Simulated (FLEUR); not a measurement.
# FeClO: which magnetic order is lowest, part 2 of 2

Aim: find out whether FeClO carries moments, and which collinear order costs least.

FLEUR MaX-R8.1; PBEsol with U = 5.4 eV, J = 0.9 eV on Fe d; all-electron FLAPW, Dirac cores, scalar-relativistic bands.

So far. Step 2 (Run 1 (ferro ++)): After 23 cycles the largest moment stands at 4.25 μB.

### Step 3. Order 2, typed as antiferro +-

An opposed order shows whether neighbours prefer unlike signs.

Input file inp.xml:

```
<?xml version="1.0" encoding="UTF-8" standalone="no"?>
<fleurInput fleurInputVersion="0.39">
   <comment>
      FeClO
   </comment>
   <calculationSetup>
      <cutoffs Kmax="4.4" Gmax="13.2" GmaxXC="13.2" numbands="0"/>
      <scfLoop itmax="130" minDistance="0.0001" maxIterBroyd="15" imix="Anderson" alpha="0.05" precondParam="0.0" spinf="2.0" sdNocoIR="T"/>
      <coreElectrons ctail="T" frcor="F" kcrel="0" coretail_lmax="0"/>
      <xcFunctional name="PBEs" relativisticCorrections="F"/>
      <magnetism jspins="2"/>
      <soc l_soc="F" theta="0.0" phi="0.0" spav="F"/>
      <expertModes spex="0" secvar="F"/>
      <geometryOptimization l_f="F" forcealpha="1.0" forcemix="BFGS" epsdisp="0.00001" epsforce="0.00001"/>
      <ldaU l_linMix="F" mixParam="0.05" spinf="1.0"/>
   </calculationSetup>
   <cell>
      <bzIntegration valenceElectrons="58.0" mode="hist" fermiSmearingEnergy="0.00293995">
         <kPointListSelection listName="default-1"/>
         <xi:include xmlns:xi="http://www.w3.org/2001/XInclude" href="kpts.xml"> </xi:include>
      </bzIntegration>
      <xi:include xmlns:xi="http://www.w3.org/2001/XInclude" href="sym.xml"> </xi:include>
      <bulkLattice scale="1.0">
         <bravaisMatrix>
            <row-1>    6.2398756634292001     0.0000000000000000     0.0000000000000000</row-1>
            <row-2>    0.0000000000000000     7.1431647509879994     0.0000000000000000</row-2>
            <row-3>    0.0000000000000000     0.0000000000000000    14.9609617284581979</row-3>
         </bravaisMatrix>
      </bulkLattice>
   </cell>
   <atomSpecies>
      <species name="Iron (Fe) 4.001" element="Fe" atomicNumber="26">
         <mtSphere radius="2.31" gridPoints="763" logIncrement="0.016"/>
         <atomicCutoffs lmax="8" lnonsphr="6"/>
         <electronConfig flipSpins="F">
            <coreConfig>(1s1/2) (2s1/2) (2p1/2) (2p3/2)</coreConfig>
            <valenceConfig>(3s1/2) (3p1/2) (3p3/2) (4s1/2) (3d3/2) (3d5/2)</valenceConfig>
            <stateOccupation state="(3d3/2)" spinUp="2.0" spinDown="0.4"/>
            <stateOccupation state="(3d5/2)" spinUp="3.0" spinDown="0.6"/>
         </electronConfig>
         <energyParameters s="4" p="4" d="3" f="4"/>
         <ldaU l="2" U="5.4" J="0.9" l_amf="F"/>
         <lo type="SCLO" l="0" n="3" eDeriv="0"/>
         <lo type="SCLO" l="1" n="3" eDeriv="0"/>
      </species>
      <species name="Iron (Fe) -4.001" element="Fe" atomicNumber="26">
         <mtSphere radius="2.31" gridPoints="763" logIncrement="0.016"/>
         <atomicCutoffs lmax="8" lnonsphr="6"/>
         <electronConfig flipSpins="F">
            <coreConfig>(1s1/2) (2s1/2) (2p1/2) (2p3/2)</coreConfig>
            <valenceConfig>(3s1/2) (3p1/2) (3p3/2) (4s1/2) (3d3/2) (3d5/2)</valenceConfig>
            <stateOccupation state="(3d3/2)" spinUp="0.4" spinDown="2.0"/>
            <stateOccupation state="(3d5/2)" spinUp="0.6" spinDown="3.0"/>
         </electronConfig>
         <energyParameters s="4" p="4" d="3" f="4"/>
         <ldaU l="2" U="5.4" J="0.9" l_amf="F"/>
         <lo type="SCLO" l="0" n="3" eDeriv="0"/>
         <lo type="SCLO" l="1" n="3" eDeriv="0"/>
      </species>
      <species name="Chlorine (Cl)" element="Cl" atomicNumber="17">
         <mtSphere radius="2.05" gridPoints="677" logIncrement="0.017"/>
         <atomicCutoffs lmax="8" lnonsphr="6"/>
         <electronConfig flipSpins="F">
            <coreConfig>(1s1/2) (2s1/2) (2p1/2) (2p3/2)</coreConfig>
            <valenceConfig>(3s1/2) (3p1/2) (3p3/2)</valenceConfig>
            <stateOccupation state="(3p1/2)" spinUp="0.833333" spinDown="0.833333"/>
            <stateOccupation state="(3p3/2)" spinUp="1.666667" spinDown="1.666667"/>
         </electronConfig>
         <energyParameters s="3" p="3" d="3" f="4"/>
      </species>
      <species name="Oxygen (O)" element="O" atomicNumber="8">
         <mtSphere radius="1.31" gridPoints="433" logIncrement="0.024"/>
         <atomicCutoffs lmax="6" lnonsphr="4"/>
         <electronConfig flipSpins="F">
            <coreConfig>(1s1/2)</coreConfig>
            <valenceConfig>(2s1/2) (2p1/2) (2p3/2)</valenceConfig>
            <stateOccupation state="(2p1/2)" spinUp="0.666667" spinDown="0.666667"/>
            <stateOccupation state="(2p3/2)" spinUp="1.333333" spinDown="1.333333"/>
         </electronConfig>
         <energyParameters s="2" p="2" d="3" f="4"/>
      </species>
   </atomSpecies>
   <atomGroups>
      <atomGroup species="Iron (Fe) 4.001">
         <relPos label="                   1">1.000/2.000 .0000000000 .1156800000</relPos>
         <force calculate="T" relaxXYZ="TTT"/>
      </atomGroup>
      <atomGroup species="Iron (Fe) -4.001">
         <relPos label="                   2">.0000000000 1.000/2.000 -.1156800000</relPos>
         <force calculate="T" relaxXYZ="TTT"/>
      </atomGroup>
      <atomGroup species="Chlorine (Cl)">
         <relPos label="                   3">.0000000000 .0000000000 .3300300000</relPos>
         <force calculate="T" relaxXYZ="TTT"/>
      </atomGroup>
      <atomGroup species="Chlorine (Cl)">
         <relPos label="                   4">1.000/2.000 1.000/2.000 -.3300300000</relPos>
         <force calculate="T" relaxXYZ="TTT"/>
      </atomGroup>
      <atomGroup species="Oxygen (O)">
         <relPos label="                   5">.0000000000 .0000000000 -.0483200000</relPos>
         <force calculate="T" relaxXYZ="TTT"/>
      </atomGroup>
      <atomGroup species="Oxygen (O)">
         <relPos label="                   6">1.000/2.000 1.000/2.000 .0483200000</relPos>
         <force calculate="T" relaxXYZ="TTT"/>
      </atomGroup>
   </atomGroups>
   <output dos="F" band="F" slice="F">
      <bandDOS minEnergy="-.5*Htr" maxEnergy="0.5*Htr" sigma="0.015" storeEVData="T"/>
      <plotting iplot="0" polar="F">
         <plot TwoD="T" vec1="  1.0  0.0  0.0" vec2="  0.0  1.0  0.0" vec3="  0.0  0.0  1.0" zero="  0.0  0.0  0.0" file="plot"/>
      </plotting>
      <moessbauerParams electricFieldGradient="F" isomerShift="F" coreHyperfine="F" valenceHyperfine="F"/>
   </output>
</fleurInput>
```

Input file crystal.txt:

```
FeClO
&input film=F cartesian=F /
3.30200000000  0.00000000000  0.00000000000
0.00000000000  3.78000000000  0.00000000000
0.00000000000  0.00000000000  7.91700000000
1.8897261246
1.0 1.0 1.0

6
26 0.50000000000  0.00000000000  0.11568000000 : 4.001
26 0.00000000000  0.50000000000  0.88432000000 : -4.001
17 0.00000000000  0.00000000000  0.33003000000
17 0.50000000000  0.50000000000  0.66997000000
8 0.00000000000  0.00000000000  0.95168000000
8 0.50000000000  0.50000000000  0.04832000000

&kpt div1=6 div2=6 div3=6 gamma=T /
```

The run is started by

```bash
$ OMP_NUM_THREADS=1 inpgen -f crystal.txt > inpgen.log  # inp.xml is then edited as shown
$ OMP_NUM_THREADS=1 mpirun -n 4 fleur_MPI > fleur.log
```

Log:

```text
[banner, memory and clock lines left out]
Welcome to FLEUR        (www.flapw.de)
      MaX-Release 8.1          (www.max-centre.eu)

 ========== k-point set info ==========
 Selected k-point list: default-1
 k-point list type: mesh
 6 x 6 x 6
 Number of k points: 64

 ------------Calculation Setup---------------------------
 Number of PE/node        :            4
 Number of OMP-threads    :            1
 k-points in parallel     :            4
 pe's per k-point         :            1
 No of k-point loops      :           16
 Eigenvalue solver        :       lapack
 Number of basis functions:         1016
 Approximate size of matrices (H+S) per k-point:         0.031 GB
 no density matrix found ... skipping LDA+U
 Reset of history
 Iteration:     1   Distance:      19.95569941 me/bohr^3
 Iteration:     2   Distance:      18.02230768 me/bohr^3
 Iteration:     3   Distance:      15.05698462 me/bohr^3
 Iteration:     4   Distance:       9.23093506 me/bohr^3
 Iteration:     5   Distance:      10.66532164 me/bohr^3
 Iteration:     6   Distance:       2.59294193 me/bohr^3
 Iteration:     7   Distance:       1.63458552 me/bohr^3
 Iteration:     8   Distance:       1.91744110 me/bohr^3
 Iteration:     9   Distance:       0.67926729 me/bohr^3
 Iteration:    10   Distance:       0.47556284 me/bohr^3
 Iteration:    11   Distance:       0.21412193 me/bohr^3
 Iteration:    12   Distance:       0.20544010 me/bohr^3
 Iteration:    13   Distance:       0.04695571 me/bohr^3
 Iteration:    14   Distance:       0.03410872 me/bohr^3
 Iteration:    15   Distance:       0.01444763 me/bohr^3
 Iteration:    16   Distance:       0.01253120 me/bohr^3
 Iteration:    17   Distance:       0.01008187 me/bohr^3
 Iteration:    18   Distance:       0.00529018 me/bohr^3
 Iteration:    19   Distance:       0.00360350 me/bohr^3
 Iteration:    20   Distance:       0.00143648 me/bohr^3
 Iteration:    21   Distance:       0.00117372 me/bohr^3
 Iteration:    22   Distance:       0.00052456 me/bohr^3
 Iteration:    23   Distance:       0.00011582 me/bohr^3
 Iteration:    24   Distance:       0.00006658 me/bohr^3

 ********************************************************************
 Run finished successfully
 Stop message:
   all done
 ********************************************************************

--- out.xml (last complete iteration) ---
<iteration numberForCurrentRun="   24" overallNumber="   24">
         [... left out ...]
         <bandgap value="1.4547984942" units="eV"/>
         <sumValenceSingleParticleEnergies value="-39.5326104188" units="Htr"/>
         <FermiEnergy value="0.1264692760" units="Htr"/>
         <valenceDensity>
            <mtCharges spin="1">
               <mtCharge atomType="1" total="9.3478103" s="1.1739454" p="3.2114587" d="4.9097038" f="0.0388974"/>
               <mtCharge atomType="2" total="5.1407131" s="1.1493656" p="3.1864126" d="0.7533830" f="0.0374548"/>
               <mtCharge atomType="3" total="2.6999168" s="0.8122605" p="1.8728505" d="0.0125092" f="0.0017271"/>
               <mtCharge atomType="4" total="2.5226800" s="0.8068720" p="1.7041756" d="0.0105183" f="0.0008873"/>
               <mtCharge atomType="5" total="2.0666115" s="0.6460644" p="1.4187042" d="0.0015996" f="0.0002150"/>
               <mtCharge atomType="6" total="2.0735124" s="0.6485910" p="1.4223667" d="0.0022361" f="0.0002720"/>
            </mtCharges>
            <mtCharges spin="2">
               <mtCharge atomType="1" total="5.1407138" s="1.1493659" p="3.1864129" d="0.7533832" f="0.0374548"/>
               <mtCharge atomType="2" total="9.3478109" s="1.1739456" p="3.2114589" d="4.9097041" f="0.0388974"/>
               <mtCharge atomType="3" total="2.5226805" s="0.8068723" p="1.7041759" d="0.0105183" f="0.0008873"/>
               <mtCharge atomType="4" total="2.6999160" s="0.8122603" p="1.8728499" d="0.0125092" f="0.0017271"/>
               <mtCharge atomType="5" total="2.0735114" s="0.6485908" p="1.4223658" d="0.0022361" f="0.0002720"/>
               <mtCharge atomType="6" total="2.0666104" s="0.6460644" p="1.4187030" d="0.0015996" f="0.0002150"/>
            </mtCharges>
            <spinDependentCharge spin="1" total="29.0000000" interstitial="5.1487559" mtSpheres="23.8512441"/>
            <spinDependentCharge spin="2" total="29.0000000" interstitial="5.1487570" mtSpheres="23.8512430"/>
            <totalCharge value="58.0000000000"/>
         </valenceDensity>
         [... left out ...]
         <magneticMomentsInMTSpheres units="muBohr">
            <globalMagMoment atomType="1" vec="0.00000   0.00000   4.20710"/>
            <localMagMoment atomType="1" vec="0.00000   0.00000   4.20710"/>
            <globalMagMoment atomType="2" vec="0.00000   0.00000  -4.20710"/>
            <localMagMoment atomType="2" vec="0.00000   0.00000  -4.20710"/>
            <globalMagMoment atomType="3" vec="0.00000   0.00000   0.17724"/>
            <localMagMoment atomType="3" vec="0.00000   0.00000   0.17724"/>
            <globalMagMoment atomType="4" vec="0.00000   0.00000  -0.17724"/>
            <localMagMoment atomType="4" vec="0.00000   0.00000  -0.17724"/>
            <globalMagMoment atomType="5" vec="0.00000   0.00000  -0.00690"/>
            <localMagMoment atomType="5" vec="0.00000   0.00000  -0.00690"/>
            <globalMagMoment atomType="6" vec="0.00000   0.00000   0.00690"/>
            <localMagMoment atomType="6" vec="0.00000   0.00000   0.00690"/>
         </magneticMomentsInMTSpheres>
         [... left out ...]
         <totalEnergy value="    -3614.8340020804" units="Htr">
            <sumOfEigenvalues value="    -2079.6645097084">
               <coreElectrons value="-2040.1318992896"/>
               <valenceElectrons value="-39.5326104188"/>
            </sumOfEigenvalues>
            <densityCoulombPotentialIntegral value="-5495.7716275213"/>
            <densityEffectivePotentialIntegral value="-5732.5200235051"/>
            <chargeDenXCDenIntegral value="-181.0300766494"/>
            <FockExchangeEnergyValence value="0.0000000000"/>
            <FockExchangeEnergyCore value="0.0000000000"/>
         [... left out ...]
            <dftUCorrection value="-0.8250646376"/>
            <tkbTimesEntropy value="0.0000000000"/>
            <freeEnergy value="-3614.8340020804"/>
            <extrapolationTo0K value="-3614.8340020804"/>
         </totalEnergy>
         [... left out ...]
         <ldaUDensityMatrixConvergence>
            <distance spin="1" distance="0.000005"/>
            <distance spin="2" distance="0.000003"/>
         </ldaUDensityMatrixConvergence>
         <densityConvergence units="me/bohr^3">
            <chargeDensity spin="1" distance="0.0000540914"/>
            <chargeDensity spin="2" distance="0.0000359261"/>
            <overallChargeDensity distance="0.0000665756"/>
            <spinDensity distance="0.0000632519"/>
         </densityConvergence>
      </iteration>
```

Elapsed: 6.5 min, on 4 MPI ranks of Intel Xeon 6975P-C (Granite Rapids), shared host; peak memory 0.66 GiB; 26 min of CPU time.

Spin moment in the muffin-tin sphere by atom:

| atom | spin moment in the muffin-tin sphere (μB) |
| --- | --- |
| Fe1 | 4.21 |
| Fe2 | -4.21 |
| Cl3 | 0.18 |
| Cl4 | -0.18 |
| O5 | -0.01 |
| O6 | 0.01 |

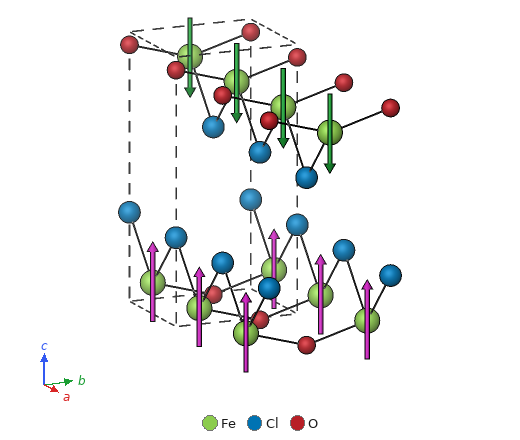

Spin moment in the muffin-tin sphere as arrows, the longest 4.21 μB. Up and down stand for the sign. Arrows give size and sign along the axis of quantisation, drawn up and down the page. The two directions have two colours. 3×1×1 cells are drawn. Some periodic images of atoms are drawn too.

Numbers from this step:

```
free energy                                                       : -98364.6442 eV
program's band gap on this mesh (in a metal only a level spacing) : 1.455 eV
magnetization                                                     : 0 μB
final state                                                       : antiferromagnetic
```

It lies 46.7 meV a seeded atom under the first start, and its largest moment is 4.21 μB against 4.25 μB.

### Step 4. Energies of the orders

Free energies are divided by the number of seeded atoms.

Orders:

| start | final state | typed order kept | energy over the lowest (meV a seeded atom) | largest sphere moment (μB) | net moment (μB a primitive cell) | mesh matched | CPU time (s) |
| --- | --- | --- | --- | --- | --- | --- | --- |
| ferro ++ | ferromagnetic | yes | 46.67 | 4.251 | 10 | yes | 685.2 |
| antiferro +- | antiferromagnetic | yes | 0 | 4.207 | 0 | yes | 1569 |

### Step 5. What came out

| Item | Value |
| --- | --- |
| lowest state found | antiferromagnetic (typed antiferro +-) |
| largest site spin moment | 4.21 μB |
| next finished state | ferromagnetic, 46.7 meV a seeded atom higher |

The lowest state found is antiferromagnetic, reached from the start antiferro +-, with moments up to 4.21 μB. The next finished state costs 47 meV a seeded atom. Only 2 starts were tried; other patterns of signs, canted and longer-period orders were not.

[Logs and program files are shortened in this print: banners, set-up blocks, solver, clock and traceback lines can be left out without a mark of their own.]

[Logs are printed without paths, hosts, clocks, repeated set-up lines and the standing remarks that a program may print on its own settings, such as how far it seeks lower states.]

[Hosts, paths, dates, database ids (printed as entryN), source tags and the programs' standing remarks are cut or masked in the printed files.]

[Where a cell is said to come from a database of computed structures, the database is the Materials Project.]
